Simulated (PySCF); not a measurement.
# C3H6BClO3: electronic excitations

What electronic excitations should C3H6BClO3 (`OB1OC[C@@H](CCl)O1`) show?

Computed with PySCF 2.14.0, with density-fitted response routines of our own, on a single molecule in the gas phase. Atoms are numbered from 0 throughout.

## Step 1: Starting geometry

14 atoms, charge 0, multiplicity 1; geometry from: GFN2-xTB.

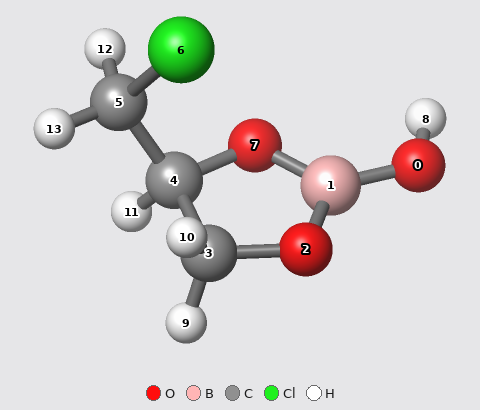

As it starts; oxygen red, boron pink, carbon grey, chlorine green, hydrogen white, atoms numbered.

## Step 2: TDDFT and polarisability: PBE0/def2-SVPD

The job: settings as JSON, then the geometry in Å.

```
{"job": {"kind": "uv", "xc": "PBE0", "basis": "def2-SVPD", "nstates": 8, "ntriplets": 3}, "charge": 0, "multiplicity": 1}
O      2.788461    -0.615233     0.771130
B      1.526417    -0.573710     0.329431
O      0.608157    -1.556091     0.574189
C     -0.613281    -1.198185    -0.029546
C     -0.360736     0.188990    -0.681445
C     -1.227318     1.307102    -0.104595
Cl    -1.064986     1.390500     1.664898
O      1.003411     0.451105    -0.448185
H      3.315695     0.146979     0.534485
H     -0.878230    -1.955577    -0.772925
H     -1.389537    -1.152078     0.740150
H     -0.526088     0.162835    -1.767206
H     -0.904227     2.269519    -0.499708
H     -2.278414     1.133371    -0.332840
```

Level: TDDFT PBE0/def2-SVPD, vertical, gas phase, core orbitals frozen in the response.

The run is started by

```console
OMP_NUM_THREADS=1 python probes_run.py task.json out
```

The driver reads the jobs from task.json and runs them one after another.

What will the session give for the following? lowest singlet (PBE0/def2-SVPD); brightest single state of those computed; lowest triplet; surface potential, least and greatest. Wanted: lowest singlet; brightest single state of those computed; lowest triplet; surface potential, least and greatest.

The runs gave:

| quantity | value |
| --- | --- |
| lowest singlet (PBE0/def2-SVPD) | 7.15 eV (173 nm), f = 0.002 |
| brightest single state of those computed | state 7, 8.03 eV, f = 0.021 |
| lowest triplet | 6.74 eV |
| surface potential, least and greatest | -1.43 V and 2.33 V |

The first singlet state (HOMO→LUMO 0.93) lies at 7.15 eV and is weak; of the 8 states computed, the strongest absorption comes from state 7 at 8.03 eV. The lowest triplet lies 0.41 eV below the lowest singlet (triplets in Tamm-Dancoff, singlets in full TDDFT).
